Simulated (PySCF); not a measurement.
InBr: geometry relaxation

The run: geometry relaxation of InBr. Method and program: RHF/sbkjc, optimize (PySCF 2.14.0).

Figures and captions count atoms from 1; the log counts them from 0 in places.

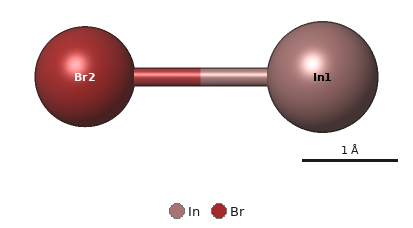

**Figure 1.** The starting structure (ball-and-stick view, seen on its broad side; atoms are numbered from 1 in the order of the input). Sticks mark near contacts.

Key numbers:

| quantity | value |
| --- | --- |
| outcome | converged |
| SCF energy at the first geometry | −201.474709 hartree |
| hardware | 1 CPU thread, shared host |
| wall time | 4.2 s |

Input:
```python
from pyscf import gto, scf
from pyscf.geomopt.geometric_solver import optimize

mol = gto.M(
    atom='In 0 0 0; Br 0 0 2.505',
    basis='sbkjc',
    ecp={'In': 'sbkjc', 'Br': 'sbkjc'},
    charge=0,
    spin=0,
    verbose=4,
)
mf = scf.RHF(mol)
mf.kernel()
mol_eq = optimize(mf, maxsteps=30)
print('optimised geometry (angstrom)')
print(mol_eq.tostring('raw'))
print('orbital energies (hartree):', mf.mo_energy[..., max(0, mol.nelec[1]-3):mol.nelec[0]+3].round(4))
```

Run as:
```bash
OMP_NUM_THREADS=1 python input.py
```

Log:
```
PySCF version 2.14.0

[INPUT] verbose = 4
[INPUT] num. atoms = 2
[INPUT] num. electrons = 28
[INPUT] charge = 0
[INPUT] spin (= nelec alpha-beta = 2S) = 0
[INPUT] symmetry False subgroup None
[INPUT] Mole.unit = angstrom
[INPUT] Symbol           X                Y                Z      unit          X                Y                Z       unit  Magmom
[INPUT]  1 In     0.000000000000   0.000000000000   0.000000000000 AA    0.000000000000   0.000000000000   0.000000000000 Bohr   0.0
[INPUT]  2 Br     0.000000000000   0.000000000000   2.505000000000 AA    0.000000000000   0.000000000000   4.733763942035 Bohr   0.0

nuclear repulsion = 31.0535129761437
number of shells = 15
number of NR pGTOs = 77
number of NR cGTOs = 39
basis = sbkjc
ecp = {'In': 'sbkjc', 'Br': 'sbkjc'}

******** <class 'pyscf.scf.hf.RHF'> ********
method = RHF
initial guess = minao
damping factor = 0
level_shift factor = 0
DIIS = <class 'pyscf.scf.diis.CDIIS'>
diis_start_cycle = 1
diis_space = 8
diis_damp = 0
SCF conv_tol = 1e-09
SCF conv_tol_grad = None
SCF max_cycles = 50
direct_scf = True
direct_scf_tol = 1e-13
Set gradient conv threshold to 3.16228e-05
Initial guess from minao.
init E= -170.527700582237
  HOMO = 0.0909254005366824  LUMO = 0.0970283322241682  gap/eV = 0.16607
cycle= 1 E= -188.771589843239  delta_E= -18.2  |g|= 8.03  |ddm|= 8.49
  HOMO = -1.03541838323557  LUMO = -0.587392161678696  gap/eV = 12.19141
cycle= 2 E= -188.214576640307  delta_E= 0.557  |g|= 7.89  |ddm|= 11.4
  HOMO = -0.358862416744622  LUMO = -0.0620030003251803  gap/eV = 8.07796
cycle= 3 E= -200.951892004223  delta_E= -12.7  |g|= 1.39  |ddm|= 8.56
  HOMO = -0.166610338213712  LUMO = -0.0355935526308973  gap/eV = 3.56515
cycle= 4 E= -201.257081544692  delta_E= -0.305  |g|= 0.718  |ddm|= 2.76
  HOMO = -0.320327376866924  LUMO = 0.0255461246841329  gap/eV = 9.41170
cycle= 5 E= -201.468183629844  delta_E= -0.211  |g|= 0.131  |ddm|= 1.01
  HOMO = -0.322999231742481  LUMO = 0.0386144796378504  gap/eV = 9.84001
cycle= 6 E= -201.474449654354  delta_E= -0.00627  |g|= 0.0179  |ddm|= 0.271
  HOMO = -0.323475574224402  LUMO = 0.0344170263319909  gap/eV = 9.73875
cycle= 7 E= -201.474680469552  delta_E= -0.000231  |g|= 0.00587  |ddm|= 0.0512
  HOMO = -0.324916218133445  LUMO = 0.0335955946629806  gap/eV = 9.75560
cycle= 8 E= -201.474707809501  delta_E= -2.73e-05  |g|= 0.00106  |ddm|= 0.0238
  HOMO = -0.324510665680156  LUMO = 0.0338926223442207  gap/eV = 9.75265
cycle= 9 E= -201.47470902085  delta_E= -1.21e-06  |g|= 0.000333  |ddm|= 0.00392
  HOMO = -0.324439213382611  LUMO = 0.0339164931184173  gap/eV = 9.75136
cycle= 10 E= -201.474709180219  delta_E= -1.59e-07  |g|= 3.87e-05  |ddm|= 0.00181
  HOMO = -0.324444611614807  LUMO = 0.0339160837862471  gap/eV = 9.75149
cycle= 11 E= -201.474709181629  delta_E= -1.41e-09  |g|= 5.87e-06  |ddm|= 0.000134
  HOMO = -0.324442365353412  LUMO = 0.0339150539929016  gap/eV = 9.75140
cycle= 12 E= -201.474709181662  delta_E= -3.3e-11  |g|= 5.61e-07  |ddm|= 2.06e-05
  HOMO = -0.324442345413186  LUMO = 0.0339150297127014  gap/eV = 9.75140
Extra cycle  E= -201.474709181662  delta_E= -1.42e-13  |g|= 1.88e-07  |ddm|= 1.46e-06
converged SCF energy = -201.474709181662
Create scanner for <class 'pyscf.grad.rhf.Gradients'>
Create scanner for <class 'pyscf.scf.hf.RHF'>
input.py

Current date and time:

#|     Arguments passed to driver run_optimizer():      |#
customengine              <pyscf.geomopt.geometric_solver.PySCFEngine object>
logIni                    [file]
maxiter                   30
----------------------------------------------------------
Custom engine selected.
Bonds will be generated from interatomic distances less than 1.20 times sum of covalent radii
6 internal coordinates being used (instead of 6 Cartesians)
Internal coordinate system (atoms numbered from 1):
Distance 1-2
Translation-X 1-2
Translation-Y 1-2
Translation-Z 1-2
Rotation-A 1-2
Rotation-B 1-2
Rotation-C 1-2
<class 'geometric.internal.Distance'> : 1
<class 'geometric.internal.TranslationX'> : 1
<class 'geometric.internal.TranslationY'> : 1
<class 'geometric.internal.TranslationZ'> : 1
<class 'geometric.internal.RotationA'> : 1
<class 'geometric.internal.RotationB'> : 1
<class 'geometric.internal.RotationC'> : 1
> ===== Optimization Info: ====
> Job type: Energy minimization
> Maximum number of optimization cycles: 30
> Initial / maximum trust radius (Angstrom): 0.100 / 0.300
> Convergence Criteria:
> Will converge when all 5 criteria are reached:
>  |Delta-E| < 1.00e-06
>  RMS-Grad  < 3.00e-04
>  Max-Grad  < 4.50e-04
>  RMS-Disp  < 1.20e-03
>  Max-Disp  < 1.80e-03
> === End Optimization Info ===

Geometry optimization cycle 1
Cartesian coordinates (Angstrom)
 Atom        New coordinates             dX        dY        dZ
  In   0.000000   0.000000   0.000000    0.000000  0.000000  0.000000
  Br   0.000000   0.000000   2.505000    0.000000  0.000000  0.000000

WARN: Mole.unit (angstrom) is changed to Bohr

New geometry
   1 In     0.000000000000   0.000000000000   0.000000000000 AA    0.000000000000   0.000000000000   0.000000000000 Bohr
   2 Br     0.000000000000   0.000000000000   2.505000000000 AA    0.000000000000   0.000000000000   4.733763942035 Bohr

******** <class 'pyscf.scf.hf.RHF_Scanner'> ********
method = RHF_Scanner
initial guess = minao
damping factor = 0
level_shift factor = 0
DIIS = <class 'pyscf.scf.diis.CDIIS'>
diis_start_cycle = 1
diis_space = 8
diis_damp = 0
SCF conv_tol = 1e-09
SCF conv_tol_grad = None
SCF max_cycles = 50
direct_scf = True
direct_scf_tol = 1e-13
Set gradient conv threshold to 3.16228e-05
init E= -201.474709181662
  HOMO = -0.324442337592836  LUMO = 0.0339150266385913  gap/eV = 9.75140
cycle= 1 E= -201.474709181662  delta_E= 1.99e-13  |g|= 6.65e-08  |ddm|= 4.61e-07
  HOMO = -0.324442333652379  LUMO = 0.0339150283695175  gap/eV = 9.75140
Extra cycle  E= -201.474709181662  delta_E= -2.27e-13  |g|= 2.57e-08  |ddm|= 1.43e-07
converged SCF energy = -201.474709181662

******** <class 'pyscf.grad.rhf.Gradients_Scanner'> for <class 'pyscf.scf.hf.RHF_Scanner'> ********
unit = Eh/Bohr
--------------- RHF_Scanner gradients ---------------
         x                y                z
0 In    -0.0000000000    -0.0000000000     0.0249743017
1 Br     0.0000000000     0.0000000000    -0.0249743017
----------------------------------------------
cycle 1: E = -201.474709182  dE = -201.475  norm(grad) = 0.035319
Step    0 : Gradient = 2.497e-02/2.497e-02 (rms/max) Energy = -201.4747091817
Hessian Eigenvalues: 5.00000e-02 5.00000e-02 5.00000e-02 ... 5.00000e-02 5.00000e-02 9.15343e-02

Geometry optimization cycle 2
Cartesian coordinates (Angstrom)
 Atom        New coordinates             dX        dY        dZ
  In   0.000000   0.000000  -0.072191    0.000000  0.000000 -0.072191
  Br  -0.000000  -0.000000   2.577191   -0.000000 -0.000000  0.072191
New geometry
   1 In     0.000000000000   0.000000000000  -0.072190569215 AA    0.000000000000   0.000000000000  -0.136420404593 Bohr
   2 Br    -0.000000000000  -0.000000000000   2.577190569215 AA   -0.000000000000  -0.000000000000   4.870184346628 Bohr

******** <class 'pyscf.scf.hf.RHF_Scanner'> ********
method = RHF_Scanner
initial guess = minao
damping factor = 0
level_shift factor = 0
DIIS = <class 'pyscf.scf.diis.CDIIS'>
diis_start_cycle = 1
diis_space = 8
diis_damp = 0
SCF conv_tol = 1e-09
SCF conv_tol_grad = None
SCF max_cycles = 50
direct_scf = True
direct_scf_tol = 1e-13
Set gradient conv threshold to 3.16228e-05
init E= -201.451022378044
  HOMO = -0.340030935190573  LUMO = 0.0244092625936498  gap/eV = 9.91692
cycle= 1 E= -201.477373404252  delta_E= -0.0264  |g|= 0.0256  |ddm|= 0.143
  HOMO = -0.329246496623692  LUMO = 0.0254493113941945  gap/eV = 9.65176
cycle= 2 E= -201.477639127196  delta_E= -0.000266  |g|= 0.00869  |ddm|= 0.0654
  HOMO = -0.330871564407876  LUMO = 0.0260503712240527  gap/eV = 9.71234
cycle= 3 E= -201.477662699546  delta_E= -2.36e-05  |g|= 0.00168  |ddm|= 0.0123
  HOMO = -0.331039527167245  LUMO = 0.0259158068004439  gap/eV = 9.71325
cycle= 4 E= -201.477663412282  delta_E= -7.13e-07  |g|= 0.000523  |ddm|= 0.00403
  HOMO = -0.330978487203033  LUMO = 0.0259133945978659  gap/eV = 9.71152
cycle= 5 E= -201.477663508137  delta_E= -9.59e-08  |g|= 7.42e-05  |ddm|= 0.0015
  HOMO = -0.330973204136044  LUMO = 0.0259262509006914  gap/eV = 9.71173
cycle= 6 E= -201.477663511745  delta_E= -3.61e-09  |g|= 1.39e-05  |ddm|= 0.000298
  HOMO = -0.330972736250173  LUMO = 0.0259254246186985  gap/eV = 9.71169
cycle= 7 E= -201.477663511853  delta_E= -1.08e-10  |g|= 1.7e-06  |ddm|= 4.74e-05
  HOMO = -0.330972650191569  LUMO = 0.0259254879587362  gap/eV = 9.71169
Extra cycle  E= -201.477663511856  delta_E= -2.67e-12  |g|= 7.04e-07  |ddm|= 6.94e-06
converged SCF energy = -201.477663511856

******** <class 'pyscf.grad.rhf.Gradients_Scanner'> for <class 'pyscf.scf.hf.RHF_Scanner'> ********
unit = Eh/Bohr
--------------- RHF_Scanner gradients ---------------
         x                y                z
0 In     0.0000000000    -0.0000000000    -0.0009342204
1 Br    -0.0000000000     0.0000000000     0.0009342204
----------------------------------------------
cycle 2: E = -201.477663512  dE = -0.00295433  norm(grad) = 0.00132119
Step    1 : Displace = 7.219e-02/7.219e-02 (rms/max) Trust = 1.000e-01 (=) Grad = 9.342e-04/9.342e-04 (rms/max) E (change) = -201.4776635119 (-2.954e-03) Quality = 0.867
Hessian Eigenvalues: 5.00000e-02 5.00000e-02 5.00000e-02 ... 5.00000e-02 5.00000e-02 9.49584e-02

Geometry optimization cycle 3
Cartesian coordinates (Angstrom)
 Atom        New coordinates             dX        dY        dZ
  In  -0.000000   0.000000  -0.069587   -0.000000  0.000000  0.002603
  Br   0.000000  -0.000000   2.574587    0.000000 -0.000000 -0.002603
New geometry
   1 In    -0.000000000000   0.000000000000  -0.069587491321 AA   -0.000000000000   0.000000000000  -0.131501300292 Bohr
   2 Br     0.000000000000  -0.000000000000   2.574587491321 AA    0.000000000000  -0.000000000000   4.865265242327 Bohr

******** <class 'pyscf.scf.hf.RHF_Scanner'> ********
method = RHF_Scanner
initial guess = minao
damping factor = 0
level_shift factor = 0
DIIS = <class 'pyscf.scf.diis.CDIIS'>
diis_start_cycle = 1
diis_space = 8
diis_damp = 0
SCF conv_tol = 1e-09
SCF conv_tol_grad = None
SCF max_cycles = 50
direct_scf = True
direct_scf_tol = 1e-13
Set gradient conv threshold to 3.16228e-05
init E= -201.478664738467
  HOMO = -0.330455187255703  LUMO = 0.0262778724870193  gap/eV = 9.70720
cycle= 1 E= -201.477668932114  delta_E= 0.000996  |g|= 0.000843  |ddm|= 0.00476
  HOMO = -0.33084590544139  LUMO = 0.026219562315935  gap/eV = 9.71625
cycle= 2 E= -201.47766922744  delta_E= -2.95e-07  |g|= 0.000265  |ddm|= 0.00213
  HOMO = -0.330791867835536  LUMO = 0.0262033968805862  gap/eV = 9.71434
cycle= 3 E= -201.477669251797  delta_E= -2.44e-08  |g|= 5.39e-05  |ddm|= 0.00041
  HOMO = -0.330787638619686  LUMO = 0.0262086238324997  gap/eV = 9.71436
cycle= 4 E= -201.477669252624  delta_E= -8.26e-10  |g|= 1.83e-05  |ddm|= 0.000138
  HOMO = -0.330790327631484  LUMO = 0.0262080992062937  gap/eV = 9.71442
Extra cycle  E= -201.477669252723  delta_E= -9.88e-11  |g|= 7.46e-06  |ddm|= 3.78e-05
converged SCF energy = -201.477669252723

******** <class 'pyscf.grad.rhf.Gradients_Scanner'> for <class 'pyscf.scf.hf.RHF_Scanner'> ********
unit = Eh/Bohr
--------------- RHF_Scanner gradients ---------------
         x                y                z
0 In    -0.0000000000    -0.0000000000    -0.0002298514
1 Br     0.0000000000     0.0000000000     0.0002298514
----------------------------------------------
cycle 3: E = -201.477669253  dE = -5.74087e-06  norm(grad) = 0.000325059
Step    2 : Displace = 2.603e-03/2.603e-03 (rms/max) Trust = 1.414e-01 (+) Grad = 2.299e-04/2.299e-04 (rms/max) E (change) = -201.4776692527 (-5.741e-06) Quality = 1.249
Hessian Eigenvalues: 5.00000e-02 5.00000e-02 5.00000e-02 ... 5.00000e-02 5.00000e-02 7.15952e-02

Geometry optimization cycle 4
Cartesian coordinates (Angstrom)
 Atom        New coordinates             dX        dY        dZ
  In   0.000000   0.000000  -0.068738    0.000000  0.000000  0.000849
  Br  -0.000000  -0.000000   2.573738   -0.000000 -0.000000 -0.000849
New geometry
   1 In     0.000000000000   0.000000000000  -0.068738048628 AA    0.000000000000   0.000000000000  -0.129896086244 Bohr
   2 Br    -0.000000000000  -0.000000000000   2.573738048628 AA   -0.000000000000  -0.000000000000   4.863660028280 Bohr

******** <class 'pyscf.scf.hf.RHF_Scanner'> ********
method = RHF_Scanner
initial guess = minao
damping factor = 0
level_shift factor = 0
DIIS = <class 'pyscf.scf.diis.CDIIS'>
diis_start_cycle = 1
diis_space = 8
diis_damp = 0
SCF conv_tol = 1e-09
SCF conv_tol_grad = None
SCF max_cycles = 50
direct_scf = True
direct_scf_tol = 1e-13
Set gradient conv threshold to 3.16228e-05
init E= -201.477995027174
  HOMO = -0.330620044716555  LUMO = 0.0263232556462191  gap/eV = 9.71292
cycle= 1 E= -201.477669584624  delta_E= 0.000325  |g|= 0.000276  |ddm|= 0.00157
  HOMO = -0.330747738741332  LUMO = 0.0263042065503619  gap/eV = 9.71588
cycle= 2 E= -201.477669616392  delta_E= -3.18e-08  |g|= 8.6e-05  |ddm|= 0.0007
  HOMO = -0.330729994499551  LUMO = 0.0262989596810766  gap/eV = 9.71525
cycle= 3 E= -201.477669618997  delta_E= -2.61e-09  |g|= 1.76e-05  |ddm|= 0.000135
  HOMO = -0.330728670608422  LUMO = 0.0263006762574716  gap/eV = 9.71526
cycle= 4 E= -201.477669619087  delta_E= -9.04e-11  |g|= 6.1e-06  |ddm|= 4.57e-05
  HOMO = -0.330729552346845  LUMO = 0.0263004887519466  gap/eV = 9.71528
Extra cycle  E= -201.477669619098  delta_E= -1.06e-11  |g|= 2.5e-06  |ddm|= 1.23e-05
converged SCF energy = -201.477669619098

******** <class 'pyscf.grad.rhf.Gradients_Scanner'> for <class 'pyscf.scf.hf.RHF_Scanner'> ********
unit = Eh/Bohr
--------------- RHF_Scanner gradients ---------------
         x                y                z
0 In     0.0000000000    -0.0000000000     0.0000026130
1 Br    -0.0000000000     0.0000000000    -0.0000026130
----------------------------------------------
cycle 4: E = -201.477669619  dE = -3.66375e-07  norm(grad) = 3.69529e-06
```

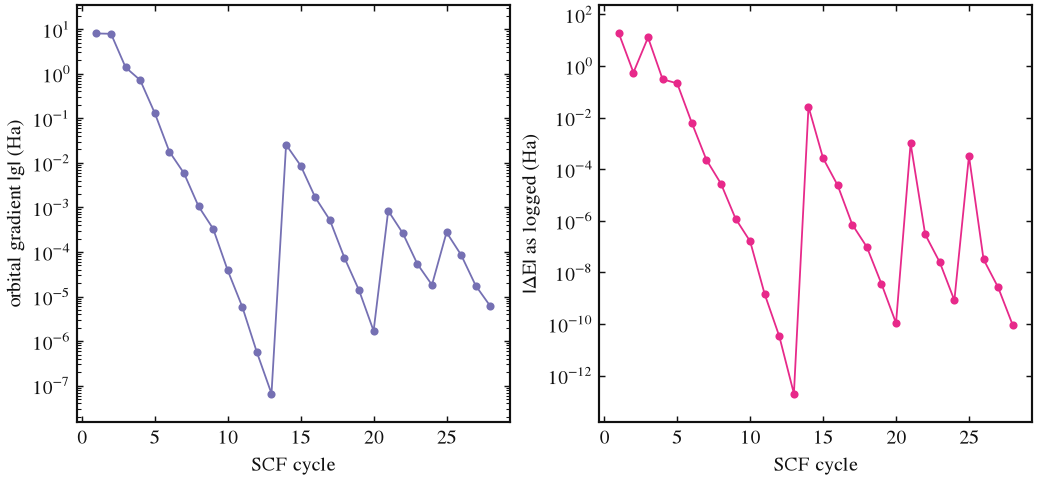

**Figure 2.** Convergence of the self-consistent field: orbital gradient |g| and size of the energy change against the SCF cycle. All cycles printed in the log are drawn one after another.

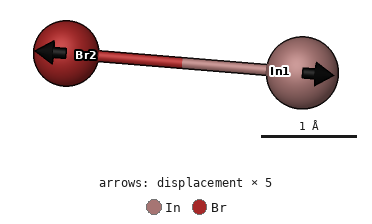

**Figure 3.** The starting structure with the displacements as black arrows, magnified 5 times (ball-and-stick view, seen at a tilt). The two geometries are laid on each other by the best rigid fit. The largest moves after the best rigid fit, 0.069 Å, are those of In1 and Br2. By element the largest moves are In 0.069 Å, Br 0.069 Å. Distances before and after: In1–Br2 2.505 → 2.642 Å. (Atoms are counted from 1 in the order of the input.)

```
Step    3 : Displace = 8.494e-04/8.494e-04 (rms/max) Trust = 2.000e-01 (+) Grad = 2.613e-06/2.613e-06 (rms/max) E (change) = -201.4776696191 (-3.664e-07) Quality = 0.993
Hessian Eigenvalues: 5.00000e-02 5.00000e-02 5.00000e-02 ... 5.00000e-02 5.00000e-02 7.15952e-02
Converged! =D

    #| If this code has benefited your research, please support us by citing: |#
    #| Wang, L.-P.; Song, C.C. (2016) "Geometry optimization made simple with |#
    #| translation and rotation coordinates", J. Chem, Phys. 144, 214108.     |#
    #|                                     |#
optimised geometry (angstrom)
In          0.00000000        0.00000000       -0.06873805
Br         -0.00000000       -0.00000000        2.57373805
orbital energies (hartree): [-0.3913 -0.3913 -0.3244  0.0339  0.0339  0.1199]
```
